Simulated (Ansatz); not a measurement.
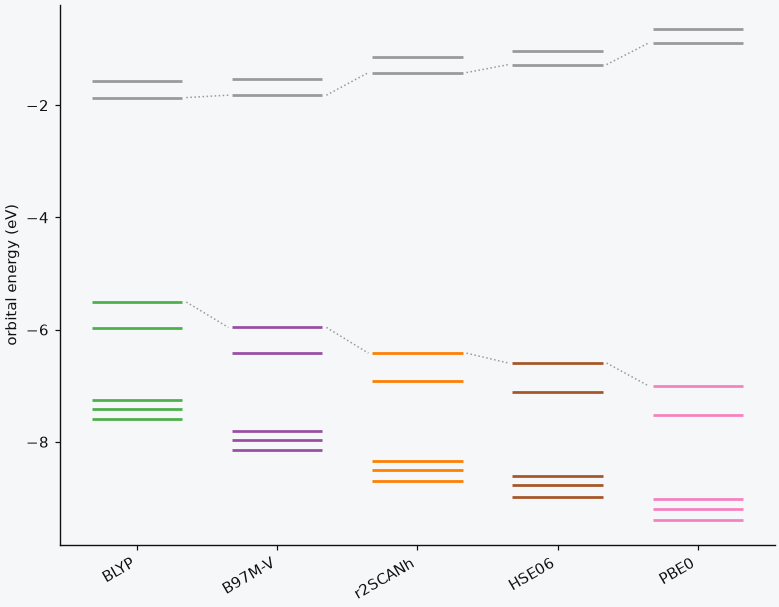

Frontier orbital energies of TiN₂H₆O₂, SMILES [NH2][Ti]([NH2])([OH])[OH], singlet at one geometry, def2-TZVPP, the Ansatz code 0.2.0, at a PBE0-D4/def2-TZVP geometry (a minimum by its frequencies). Empty levels are grey, levels within 0.1 eV stand side by side; all columns show the same few orbitals around the gap. Dotted lines join the HOMOs and the LUMOs.

Question: Compare the HOMO-LUMO separations.

Answer: The separation grows from 3.64 eV (BLYP) to 6.11 eV (PBE0).

```tsv
level	HOMO (eV)	LUMO (eV)	separation (eV)
BLYP	−5.51	−1.86	3.64
B97M-V	−5.96	−1.82	4.14
r2SCANh	−6.42	−1.42	5.00
HSE06	−6.60	−1.28	5.32
PBE0	−7.00	−0.89	6.11
```

Caveats, for all or some of the runs: empty levels above zero depend strongly on the basis.
